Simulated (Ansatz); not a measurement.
**CH$_{3}$Cl$_{2}$FHf: molecular dynamics (part 1 of 5)**

- system: CH$_{3}$Cl$_{2}$FHf
- method: RKS PBE/def2-SVP (Ansatz 0.2.0)

It belongs to a series of runs on one base structure; here: dynamics from the highest image of the converged band. Figures and captions count atoms from 1; the log counts them from 0 in places.

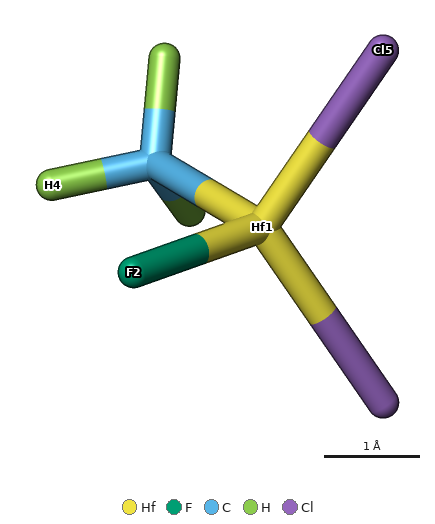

**Figure 1.** The starting structure (stick view, seen at a tilt; atoms are numbered from 1 in the order of the input). Sticks mark near contacts. Bond lengths as drawn: Cl–Hf 2.36 Å, C–H 1.11 Å, C–Hf 2.20 Å and F–Hf 1.91 Å.

## Key numbers

| quantity | value |
| --- | --- |
| outcome | finished |
| mean temperature over the second half | 45 K |
| trajectory | 200 steps, 100 fs |
| ensemble | nve |
| temperature in the input | 100.0 K |
| time step | 0.5 fs |
| potential energy (last step) | −30137.1314 eV |
| mean-field energy (last step) | −30137.1314 eV |
| largest force (length of the vector) (last step) | 0.969 eV/Å |
| hardware | 2 threads of Intel Xeon (Sapphire Rapids), 16 GiB of memory available, shared host |
| wall time | 5.4 min (CPU time 10 min) |
| peak memory | 0.25 GiB |

## Notes

So short a trajectory is not equilibrated.

## The input
```yaml
crystal:
  periodic: [false, false, false]
  atoms:
    - { symbol: Hf, position_ang: [0.327573, 0.113069, -0.969305] }
    - { symbol: F, position_ang: [1.740547, 1.396018, -0.920784] }
    - { symbol: C, position_ang: [-0.308341, -0.066797, 1.126421] }
    - { symbol: H, position_ang: [0.39846, 0.456981, 1.807395] }
    - { symbol: Cl, position_ang: [-1.554406, 0.891292, -2.158394] }
    - { symbol: Cl, position_ang: [1.069158, -2.032273, -1.606941] }
    - { symbol: H, position_ang: [-1.31781, 0.374683, 1.280858] }
    - { symbol: H, position_ang: [-0.355183, -1.132974, 1.440752] }
basis:
  gaussian: { orbitals: def2-SVP }
hamiltonian:
  xc: pbe
md:
  timestep: 0.5
  n_steps: 200
  ensemble: nve
  temperature: 100.0
  initial_velocities: maxwell_boltzmann
  seed: 7400
```

Launched with:
```bash
ansatz run input.yaml --threads 2 --pin off --max-ram 3072MiB --backend cpu --events-out ev --progress --plain --runs-dir out
```

## Log
```
Engine: ansatz 0.2.0, x86_64-unknown-linux-gnu
Functional definition: PBE
  parameter kappa = 0.804
  parameter beta = 0.06672455060314922
  exchange = pbe_x(kappa = kappa, mu = beta*pi^2/3)
  correlation = pbe_c(beta = beta)
1184 factors; their error is unknown
mean field evaluation 1: about -30127.1605 eV, gradient 6.6e1 eV
mean field evaluation 2: about -30068.3528 eV, gradient 1.7e2 eV
mean field evaluation 4: about -30136.4392 eV, gradient 2.0e1 eV
mean field evaluation 8: about -30137.2521 eV, gradient 1.2e-1 eV
mean field evaluation 16: about -30137.1570 eV, gradient 1.3e-3 eV
mean field -30137.15702581 eV, -1107.5200929996 hartree, gradient 5.4e-5 eV, S^2 0.000000; 0 other end points of the search recorded, 0 dependent functions left out
the calculation of the forces begins
reference -30137.15710088 eV, -1107.5200957584 hartree; 32, 32 occupied and 79, 79 virtual orbitals, 1184 factors
md step     0: t =     0.00 fs  T =   100.0 K  F+E_penalty+E_count = -30137.15702581 eV  E_kin = 0.077556 eV  conserved = -30137.07946981 eV  (30 SCF iters)
these checks for a lower state are left out or cut short: starts, cluster_reference, orbital_swaps, neighbouring_geometries, increment
1184 factors; their error is unknown
mean field -30137.15468252 eV, -1107.5200068855 hartree, gradient 2.1e-5 eV, S^2 0.000000; 0 other end points of the search recorded, 0 dependent functions left out
the calculation of the forces begins
reference -30137.15475761 eV, -1107.5200096451 hartree; 32, 32 occupied and 79, 79 virtual orbitals, 1184 factors
md step     1: t =     0.50 fs  T =    97.0 K  F+E_penalty+E_count = -30137.15468252 eV  E_kin = 0.075239 eV  conserved = -30137.07944377 eV  (31 SCF iters)
[... from here on the SCF iterations and repeated set-up lines of each step are left out, up to the last step ...]
md step     2: t =     1.00 fs  T =    88.7 K  F+E_penalty+E_count = -30137.14815065 eV  E_kin = 0.068821 eV  conserved = -30137.07932927 eV  (31 SCF iters)
md step     3: t =     1.50 fs  T =    77.5 K  F+E_penalty+E_count = -30137.13928518 eV  E_kin = 0.060127 eV  conserved = -30137.07915809 eV  (32 SCF iters)
md step     4: t =     2.00 fs  T =    66.8 K  F+E_penalty+E_count = -30137.13079169 eV  E_kin = 0.051800 eV  conserved = -30137.07899125 eV  (31 SCF iters)
md step     5: t =     2.50 fs  T =    59.8 K  F+E_penalty+E_count = -30137.12527807 eV  E_kin = 0.046383 eV  conserved = -30137.07889540 eV  (31 SCF iters)
md step     6: t =     3.00 fs  T =    58.4 K  F+E_penalty+E_count = -30137.12423685 eV  E_kin = 0.045327 eV  conserved = -30137.07890992 eV  (31 SCF iters)
md step     7: t =     3.50 fs  T =    62.4 K  F+E_penalty+E_count = -30137.12744530 eV  E_kin = 0.048419 eV  conserved = -30137.07902628 eV  (32 SCF iters)
md step     8: t =     4.00 fs  T =    69.5 K  F+E_penalty+E_count = -30137.13309517 eV  E_kin = 0.053903 eV  conserved = -30137.07919264 eV  (31 SCF iters)
md step     9: t =     4.50 fs  T =    76.4 K  F+E_penalty+E_count = -30137.13857920 eV  E_kin = 0.059237 eV  conserved = -30137.07934177 eV  (31 SCF iters)
md step    10: t =     5.00 fs  T =    80.1 K  F+E_penalty+E_count = -30137.14152426 eV  E_kin = 0.062102 eV  conserved = -30137.07942194 eV  (31 SCF iters)
md step    11: t =     5.50 fs  T =    78.9 K  F+E_penalty+E_count = -30137.14060455 eV  E_kin = 0.061191 eV  conserved = -30137.07941391 eV  (31 SCF iters)
md step    12: t =     6.00 fs  T =    72.9 K  F+E_penalty+E_count = -30137.13586544 eV  E_kin = 0.056535 eV  conserved = -30137.07933000 eV  (31 SCF iters)
md step    13: t =     6.50 fs  T =    63.6 K  F+E_penalty+E_count = -30137.12855528 eV  E_kin = 0.049353 eV  conserved = -30137.07920253 eV  (31 SCF iters)
md step    14: t =     7.00 fs  T =    53.6 K  F+E_penalty+E_count = -30137.12063439 eV  E_kin = 0.041565 eV  conserved = -30137.07906981 eV  (31 SCF iters)
md step    15: t =     7.50 fs  T =    45.4 K  F+E_penalty+E_count = -30137.11417283 eV  E_kin = 0.035207 eV  conserved = -30137.07896588 eV  (31 SCF iters)
md step    16: t =     8.00 fs  T =    41.1 K  F+E_penalty+E_count = -30137.11080449 eV  E_kin = 0.031890 eV  conserved = -30137.07891454 eV  (31 SCF iters)
md step    17: t =     8.50 fs  T =    41.8 K  F+E_penalty+E_count = -30137.11134014 eV  E_kin = 0.032413 eV  conserved = -30137.07892672 eV  (31 SCF iters)
md step    18: t =     9.00 fs  T =    47.2 K  F+E_penalty+E_count = -30137.11558743 eV  E_kin = 0.036588 eV  conserved = -30137.07899990 eV  (31 SCF iters)
md step    19: t =     9.50 fs  T =    55.8 K  F+E_penalty+E_count = -30137.12239124 eV  E_kin = 0.043273 eV  conserved = -30137.07911860 eV  (51 SCF iters)
md step    20: t =    10.00 fs  T =    65.3 K  F+E_penalty+E_count = -30137.12988679 eV  E_kin = 0.050631 eV  conserved = -30137.07925576 eV  (31 SCF iters)
md step    21: t =    10.50 fs  T =    72.9 K  F+E_penalty+E_count = -30137.13593840 eV  E_kin = 0.056562 eV  conserved = -30137.07937596 eV  (31 SCF iters)
md step    22: t =    11.00 fs  T =    76.4 K  F+E_penalty+E_count = -30137.13870454 eV  E_kin = 0.059262 eV  conserved = -30137.07944218 eV  (32 SCF iters)
md step    23: t =    11.50 fs  T =    74.5 K  F+E_penalty+E_count = -30137.13721597 eV  E_kin = 0.057789 eV  conserved = -30137.07942687 eV  (32 SCF iters)
md step    24: t =    12.00 fs  T =    67.6 K  F+E_penalty+E_count = -30137.13178931 eV  E_kin = 0.052464 eV  conserved = -30137.07932559 eV  (33 SCF iters)
md step    25: t =    12.50 fs  T =    57.9 K  F+E_penalty+E_count = -30137.12406957 eV  E_kin = 0.044903 eV  conserved = -30137.07916683 eV  (33 SCF iters)
md step    26: t =    13.00 fs  T =    48.4 K  F+E_penalty+E_count = -30137.11656692 eV  E_kin = 0.037559 eV  conserved = -30137.07900820 eV  (32 SCF iters)
md step    27: t =    13.50 fs  T =    42.4 K  F+E_penalty+E_count = -30137.11176160 eV  E_kin = 0.032848 eV  conserved = -30137.07891399 eV  (31 SCF iters)
md step    28: t =    14.00 fs  T =    41.5 K  F+E_penalty+E_count = -30137.11111742 eV  E_kin = 0.032193 eV  conserved = -30137.07892450 eV  (31 SCF iters)
md step    29: t =    14.50 fs  T =    45.7 K  F+E_penalty+E_count = -30137.11447262 eV  E_kin = 0.035439 eV  conserved = -30137.07903377 eV  (32 SCF iters)
md step    30: t =    15.00 fs  T =    52.8 K  F+E_penalty+E_count = -30137.12012970 eV  E_kin = 0.040937 eV  conserved = -30137.07919313 eV  (31 SCF iters)
md step    31: t =    15.50 fs  T =    59.6 K  F+E_penalty+E_count = -30137.12559268 eV  E_kin = 0.046255 eV  conserved = -30137.07933776 eV  (31 SCF iters)
md step    32: t =    16.00 fs  T =    63.4 K  F+E_penalty+E_count = -30137.12856546 eV  E_kin = 0.049149 eV  conserved = -30137.07941616 eV  (32 SCF iters)
md step    33: t =    16.50 fs  T =    62.3 K  F+E_penalty+E_count = -30137.12775693 eV  E_kin = 0.048349 eV  conserved = -30137.07940837 eV  (31 SCF iters)
md step    34: t =    17.00 fs  T =    56.6 K  F+E_penalty+E_count = -30137.12321310 eV  E_kin = 0.043887 eV  conserved = -30137.07932605 eV  (31 SCF iters)
md step    35: t =    17.50 fs  T =    47.7 K  F+E_penalty+E_count = -30137.11615928 eV  E_kin = 0.036958 eV  conserved = -30137.07920112 eV  (33 SCF iters)
md step    36: t =    18.00 fs  T =    38.0 K  F+E_penalty+E_count = -30137.10851481 eV  E_kin = 0.029443 eV  conserved = -30137.07907174 eV  (32 SCF iters)
md step    37: t =    18.50 fs  T =    30.1 K  F+E_penalty+E_count = -30137.10229561 eV  E_kin = 0.023324 eV  conserved = -30137.07897121 eV  (33 SCF iters)
md step    38: t =    19.00 fs  T =    26.0 K  F+E_penalty+E_count = -30137.09908188 eV  E_kin = 0.020160 eV  conserved = -30137.07892171 eV  (32 SCF iters)
md step    39: t =    19.50 fs  T =    26.7 K  F+E_penalty+E_count = -30137.09965662 eV  E_kin = 0.020724 eV  conserved = -30137.07893223 eV  (32 SCF iters)
md step    40: t =    20.00 fs  T =    32.0 K  F+E_penalty+E_count = -30137.10385520 eV  E_kin = 0.024856 eV  conserved = -30137.07899899 eV  (31 SCF iters)
md step    41: t =    20.50 fs  T =    40.6 K  F+E_penalty+E_count = -30137.11062396 eV  E_kin = 0.031517 eV  conserved = -30137.07910690 eV  (31 SCF iters)
md step    42: t =    21.00 fs  T =    50.3 K  F+E_penalty+E_count = -30137.11826580 eV  E_kin = 0.039035 eV  conserved = -30137.07923129 eV  (31 SCF iters)
md step    43: t =    21.50 fs  T =    58.7 K  F+E_penalty+E_count = -30137.12484064 eV  E_kin = 0.045500 eV  conserved = -30137.07934071 eV  (31 SCF iters)
md step    44: t =    22.00 fs  T =    63.5 K  F+E_penalty+E_count = -30137.12866893 eV  E_kin = 0.049267 eV  conserved = -30137.07940234 eV  (31 SCF iters)
md step    45: t =    22.50 fs  T =    63.8 K  F+E_penalty+E_count = -30137.12884487 eV  E_kin = 0.049453 eV  conserved = -30137.07939145 eV  (32 SCF iters)
md step    46: t =    23.00 fs  T =    59.7 K  F+E_penalty+E_count = -30137.12560754 eV  E_kin = 0.046304 eV  conserved = -30137.07930351 eV  (32 SCF iters)
md step    47: t =    23.50 fs  T =    53.2 K  F+E_penalty+E_count = -30137.12038767 eV  E_kin = 0.041224 eV  conserved = -30137.07916318 eV  (32 SCF iters)
md step    48: t =    24.00 fs  T =    46.9 K  F+E_penalty+E_count = -30137.11540445 eV  E_kin = 0.036383 eV  conserved = -30137.07902157 eV  (32 SCF iters)
md step    49: t =    24.50 fs  T =    43.8 K  F+E_penalty+E_count = -30137.11286921 eV  E_kin = 0.033932 eV  conserved = -30137.07893721 eV  (31 SCF iters)
md step    50: t =    25.00 fs  T =    45.3 K  F+E_penalty+E_count = -30137.11409070 eV  E_kin = 0.035143 eV  conserved = -30137.07894772 eV  (31 SCF iters)
md step    51: t =    25.50 fs  T =    51.4 K  F+E_penalty+E_count = -30137.11890639 eV  E_kin = 0.039857 eV  conserved = -30137.07904920 eV  (31 SCF iters)
md step    52: t =    26.00 fs  T =    60.0 K  F+E_penalty+E_count = -30137.12574176 eV  E_kin = 0.046543 eV  conserved = -30137.07919830 eV  (51 SCF iters)
md step    53: t =    26.50 fs  T =    68.3 K  F+E_penalty+E_count = -30137.13226878 eV  E_kin = 0.052934 eV  conserved = -30137.07933517 eV  (31 SCF iters)
md step    54: t =    27.00 fs  T =    73.4 K  F+E_penalty+E_count = -30137.13632397 eV  E_kin = 0.056913 eV  conserved = -30137.07941139 eV  (31 SCF iters)
md step    55: t =    27.50 fs  T =    73.8 K  F+E_penalty+E_count = -30137.13666374 eV  E_kin = 0.057256 eV  conserved = -30137.07940741 eV  (31 SCF iters)
md step    56: t =    28.00 fs  T =    69.6 K  F+E_penalty+E_count = -30137.13328649 eV  E_kin = 0.053953 eV  conserved = -30137.07933354 eV  (31 SCF iters)
md step    57: t =    28.50 fs  T =    62.0 K  F+E_penalty+E_count = -30137.12729336 eV  E_kin = 0.048074 eV  conserved = -30137.07921942 eV  (31 SCF iters)
md step    58: t =    29.00 fs  T =    53.3 K  F+E_penalty+E_count = -30137.12043811 eV  E_kin = 0.041338 eV  conserved = -30137.07910061 eV  (31 SCF iters)
md step    59: t =    29.50 fs  T =    45.9 K  F+E_penalty+E_count = -30137.11457319 eV  E_kin = 0.035566 eV  conserved = -30137.07900744 eV  (31 SCF iters)
md step    60: t =    30.00 fs  T =    41.5 K  F+E_penalty+E_count = -30137.11116451 eV  E_kin = 0.032205 eV  conserved = -30137.07895962 eV  (31 SCF iters)
md step    61: t =    30.50 fs  T =    41.3 K  F+E_penalty+E_count = -30137.11097069 eV  E_kin = 0.032006 eV  conserved = -30137.07896451 eV  (31 SCF iters)
md step    62: t =    31.00 fs  T =    45.0 K  F+E_penalty+E_count = -30137.11391551 eV  E_kin = 0.034897 eV  conserved = -30137.07901889 eV  (31 SCF iters)
md step    63: t =    31.50 fs  T =    51.6 K  F+E_penalty+E_count = -30137.11913827 eV  E_kin = 0.040028 eV  conserved = -30137.07911039 eV  (31 SCF iters)
md step    64: t =    32.00 fs  T =    59.3 K  F+E_penalty+E_count = -30137.12519733 eV  E_kin = 0.045979 eV  conserved = -30137.07921851 eV  (31 SCF iters)
md step    65: t =    32.50 fs  T =    65.9 K  F+E_penalty+E_count = -30137.13040286 eV  E_kin = 0.051086 eV  conserved = -30137.07931680 eV  (31 SCF iters)
md step    66: t =    33.00 fs  T =    69.5 K  F+E_penalty+E_count = -30137.13324381 eV  E_kin = 0.053867 eV  conserved = -30137.07937645 eV  (31 SCF iters)
md step    67: t =    33.50 fs  T =    68.9 K  F+E_penalty+E_count = -30137.13284111 eV  E_kin = 0.053467 eV  conserved = -30137.07937387 eV  (31 SCF iters)
md step    68: t =    34.00 fs  T =    64.5 K  F+E_penalty+E_count = -30137.12930213 eV  E_kin = 0.050000 eV  conserved = -30137.07930198 eV  (32 SCF iters)
md step    69: t =    34.50 fs  T =    57.5 K  F+E_penalty+E_count = -30137.12380967 eV  E_kin = 0.044631 eV  conserved = -30137.07917908 eV  (31 SCF iters)
md step    70: t =    35.00 fs  T =    50.6 K  F+E_penalty+E_count = -30137.11831675 eV  E_kin = 0.039268 eV  conserved = -30137.07904857 eV  (31 SCF iters)
md step    71: t =    35.50 fs  T =    46.3 K  F+E_penalty+E_count = -30137.11486730 eV  E_kin = 0.035904 eV  conserved = -30137.07896365 eV  (31 SCF iters)
md step    72: t =    36.00 fs  T =    46.2 K  F+E_penalty+E_count = -30137.11478061 eV  E_kin = 0.035818 eV  conserved = -30137.07896217 eV  (31 SCF iters)
md step    73: t =    36.50 fs  T =    50.3 K  F+E_penalty+E_count = -30137.11807789 eV  E_kin = 0.039032 eV  conserved = -30137.07904602 eV  (32 SCF iters)
md step    74: t =    37.00 fs  T =    57.1 K  F+E_penalty+E_count = -30137.12345448 eV  E_kin = 0.044274 eV  conserved = -30137.07917999 eV  (32 SCF iters)
md step    75: t =    37.50 fs  T =    63.8 K  F+E_penalty+E_count = -30137.12881889 eV  E_kin = 0.049509 eV  conserved = -30137.07930952 eV  (32 SCF iters)
md step    76: t =    38.00 fs  T =    68.0 K  F+E_penalty+E_count = -30137.13212668 eV  E_kin = 0.052739 eV  conserved = -30137.07938734 eV  (32 SCF iters)
md step    77: t =    38.50 fs  T =    68.0 K  F+E_penalty+E_count = -30137.13211465 eV  E_kin = 0.052723 eV  conserved = -30137.07939169 eV  (31 SCF iters)
md step    78: t =    39.00 fs  T =    63.6 K  F+E_penalty+E_count = -30137.12865292 eV  E_kin = 0.049323 eV  conserved = -30137.07932977 eV  (31 SCF iters)
md step    79: t =    39.50 fs  T =    56.0 K  F+E_penalty+E_count = -30137.12265242 eV  E_kin = 0.043424 eV  conserved = -30137.07922886 eV  (31 SCF iters)
md step    80: t =    40.00 fs  T =    47.1 K  F+E_penalty+E_count = -30137.11565556 eV  E_kin = 0.036533 eV  conserved = -30137.07912256 eV  (32 SCF iters)
md step    81: t =    40.50 fs  T =    39.0 K  F+E_penalty+E_count = -30137.10931689 eV  E_kin = 0.030278 eV  conserved = -30137.07903850 eV  (32 SCF iters)
md step    82: t =    41.00 fs  T =    33.5 K  F+E_penalty+E_count = -30137.10495724 eV  E_kin = 0.025963 eV  conserved = -30137.07899383 eV  (33 SCF iters)
md step    83: t =    41.50 fs  T =    31.3 K  F+E_penalty+E_count = -30137.10328463 eV  E_kin = 0.024291 eV  conserved = -30137.07899387 eV  (33 SCF iters)
md step    84: t =    42.00 fs  T =    32.6 K  F+E_penalty+E_count = -30137.10429995 eV  E_kin = 0.025265 eV  conserved = -30137.07903481 eV  (32 SCF iters)
md step    85: t =    42.50 fs  T =    36.4 K  F+E_penalty+E_count = -30137.10735326 eV  E_kin = 0.028247 eV  conserved = -30137.07910632 eV  (51 SCF iters)
md step    86: t =    43.00 fs  T =    41.4 K  F+E_penalty+E_count = -30137.11131275 eV  E_kin = 0.032120 eV  conserved = -30137.07919273 eV  (31 SCF iters)
md step    87: t =    43.50 fs  T =    45.8 K  F+E_penalty+E_count = -30137.11482255 eV  E_kin = 0.035549 eV  conserved = -30137.07927377 eV  (32 SCF iters)
md step    88: t =    44.00 fs  T =    48.1 K  F+E_penalty+E_count = -30137.11663230 eV  E_kin = 0.037306 eV  conserved = -30137.07932646 eV  (31 SCF iters)
md step    89: t =    44.50 fs  T =    47.2 K  F+E_penalty+E_count = -30137.11595853 eV  E_kin = 0.036627 eV  conserved = -30137.07933103 eV  (31 SCF iters)
md step    90: t =    45.00 fs  T =    43.2 K  F+E_penalty+E_count = -30137.11278736 eV  E_kin = 0.033508 eV  conserved = -30137.07927894 eV  (33 SCF iters)
md step    91: t =    45.50 fs  T =    37.1 K  F+E_penalty+E_count = -30137.10798803 eV  E_kin = 0.028806 eV  conserved = -30137.07918170 eV  (33 SCF iters)
md step    92: t =    46.00 fs  T =    31.0 K  F+E_penalty+E_count = -30137.10311553 eV  E_kin = 0.024043 eV  conserved = -30137.07907219 eV  (33 SCF iters)
md step    93: t =    46.50 fs  T =    26.9 K  F+E_penalty+E_count = -30137.09989121 eV  E_kin = 0.020897 eV  conserved = -30137.07899452 eV  (32 SCF iters)
md step    94: t =    47.00 fs  T =    26.5 K  F+E_penalty+E_count = -30137.09952528 eV  E_kin = 0.020542 eV  conserved = -30137.07898375 eV  (33 SCF iters)
md step    95: t =    47.50 fs  T =    29.8 K  F+E_penalty+E_count = -30137.10218606 eV  E_kin = 0.023139 eV  conserved = -30137.07904683 eV  (32 SCF iters)
md step    96: t =    48.00 fs  T =    35.8 K  F+E_penalty+E_count = -30137.10689688 eV  E_kin = 0.027739 eV  conserved = -30137.07915784 eV  (31 SCF iters)
md step    97: t =    48.50 fs  T =    42.1 K  F+E_penalty+E_count = -30137.11193124 eV  E_kin = 0.032660 eV  conserved = -30137.07927108 eV  (33 SCF iters)
md step    98: t =    49.00 fs  T =    46.6 K  F+E_penalty+E_count = -30137.11550971 eV  E_kin = 0.036166 eV  conserved = -30137.07934380 eV  (32 SCF iters)
md step    99: t =    49.50 fs  T =    47.8 K  F+E_penalty+E_count = -30137.11645908 eV  E_kin = 0.037104 eV  conserved = -30137.07935464 eV  (32 SCF iters)
md step   100: t =    50.00 fs  T =    45.4 K  F+E_penalty+E_count = -30137.11455475 eV  E_kin = 0.035246 eV  conserved = -30137.07930836 eV  (32 SCF iters)
md step   101: t =    50.50 fs  T =    40.3 K  F+E_penalty+E_count = -30137.11046451 eV  E_kin = 0.031236 eV  conserved = -30137.07922821 eV  (32 SCF iters)
md step   102: t =    51.00 fs  T =    33.9 K  F+E_penalty+E_count = -30137.10540264 eV  E_kin = 0.026260 eV  conserved = -30137.07914260 eV  (33 SCF iters)
md step   103: t =    51.50 fs  T =    27.9 K  F+E_penalty+E_count = -30137.10069214 eV  E_kin = 0.021618 eV  conserved = -30137.07907416 eV  (33 SCF iters)
md step   104: t =    52.00 fs  T =    23.7 K  F+E_penalty+E_count = -30137.09740505 eV  E_kin = 0.018370 eV  conserved = -30137.07903515 eV  (32 SCF iters)
md step   105: t =    52.50 fs  T =    22.1 K  F+E_penalty+E_count = -30137.09615752 eV  E_kin = 0.017129 eV  conserved = -30137.07902865 eV  (32 SCF iters)
md step   106: t =    53.00 fs  T =    23.2 K  F+E_penalty+E_count = -30137.09704964 eV  E_kin = 0.017998 eV  conserved = -30137.07905211 eV  (33 SCF iters)
md step   107: t =    53.50 fs  T =    26.6 K  F+E_penalty+E_count = -30137.09970195 eV  E_kin = 0.020602 eV  conserved = -30137.07909976 eV  (31 SCF iters)
md step   108: t =    54.00 fs  T =    31.2 K  F+E_penalty+E_count = -30137.10335190 eV  E_kin = 0.024189 eV  conserved = -30137.07916270 eV  (32 SCF iters)
md step   109: t =    54.50 fs  T =    35.8 K  F+E_penalty+E_count = -30137.10700508 eV  E_kin = 0.027777 eV  conserved = -30137.07922787 eV  (31 SCF iters)
```
